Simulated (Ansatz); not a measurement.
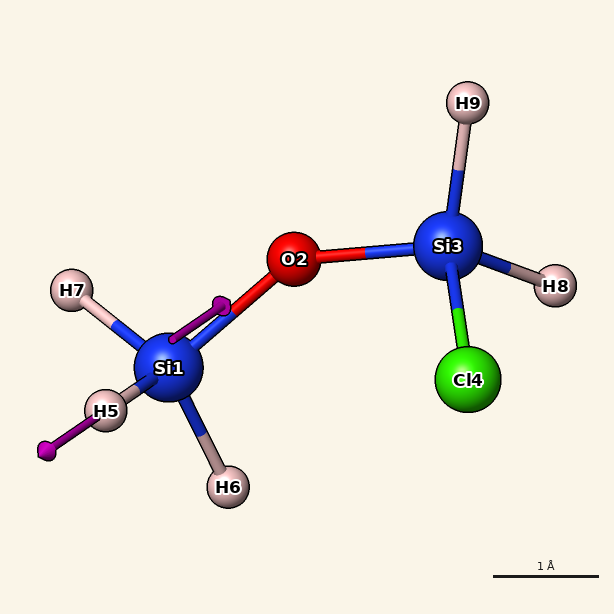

Arrows show the forces on the atoms, 0.2 Å of arrow for 1 eV/Å; forces under a tenth of the largest aren't drawn. Level of theory: PBE0-D4/def2-TZVP (Ansatz 0.2.0).

### Along which bond is the force strongest?

Si1–H5, now 1.277 Å: the forces push its atoms apart, so a first step downhill lengthens it.

List the force components in the frame of the picture (x right, y up, z towards the viewer), in eV/Å.

```
atom     Fx     Fy     Fz
 Si1   2.82   1.93  −4.89
  O2   0.00   0.00   0.00
 Si3   0.00   0.00   0.00
 Cl4   0.00   0.00   0.00
  H5  −2.83  −1.94   4.89
  H6   0.00   0.00   0.00
  H7   0.00   0.00   0.00
  H8   0.00   0.00   0.00
  H9   0.00   0.00   0.00
```
